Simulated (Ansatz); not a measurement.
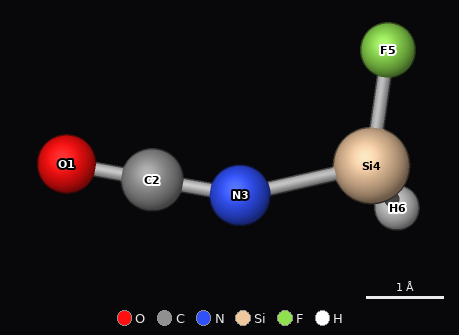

CHFNOSi (multiplicity 2) (coarse preliminary run), before the relaxation. The picture is a ball-and-stick view, seen at a tilt.

The start comes from a force field.

Method: UKS PBE-D4/def2-SVP (Ansatz).

The input:
```yaml
crystal:
  periodic: [false, false, false]
  atoms:
    - {symbol: O, position_ang: [-1.230300, 1.435600, 1.867200]}
    - {symbol: C, position_ang: [-0.926500, 0.679000, 1.070200]}
    - {symbol: N, position_ang: [-0.610300, -0.113700, 0.276200]}
    - {symbol: Si, position_ang: [0.517700, -0.953800, -0.819200]}
    - {symbol: F, position_ang: [1.951100, -0.827800, -0.303900]}
    - {symbol: H, position_ang: [0.340300, -0.283300, -2.136700]}
basis:
  gaussian: {orbitals: def2-SVP}
magnetization: {spin_polarized: true, initial_magnetization: 1}
hamiltonian: {xc: pbe, dispersion: d4}
relax: {f_tol: 0.03, max_steps: 200}
```

Run as
```bash
ansatz run in.yaml --threads 4 --pin off --events-out ev --progress --plain --max-ram 10444MiB
```

**What does the optimiser find from here?**

The atom that moves furthest after the best rigid fit is N3 (0.47 Å). Largest moves by element: N 0.47 Å, O 0.35 Å, F 0.20 Å, H 0.19 Å, C 0.10 Å, Si 0.08 Å. Some distances before and after: Si4–F5 1.528 → 1.640 Å, N3–Si4 1.783 → 1.725 Å, C2–N3 1.166 → 1.215 Å, O1–C2 1.140 → 1.180 Å. Among the angles between lasting bonds that change: C2–N3–Si4 155.6° → 161.4°, F5–Si4–H6 111.9° → 108.0°, N3–Si4–H6 104.8° → 107.3°. After 12 accepted moves (17 points after the start) the energy has fallen by 13.5 kcal/mol. The largest force component goes from 5.3 to 0.023 eV/Å. The line search rejected the trial steps at points 5, 8, 11, 12, 16 of the run. The forces were under the threshold at step 13, but the run went on from there. Cost: 19 s on 4 threads of Arm Neoverse V2, on a shared host.

The structure at the end:

```xyz
6

O    -1.5223    1.2903    2.0044
C    -0.9274    0.7610    1.1342
N    -0.3177    0.2499    0.2154
Si    0.4466   -0.9310   -0.7838
F     2.0416   -0.9753   -0.4041
H     0.3213   -0.4588   -2.2122
```

The end point in the same view:

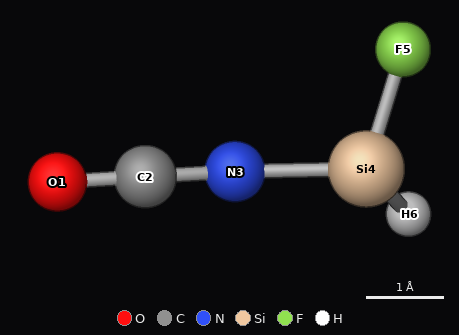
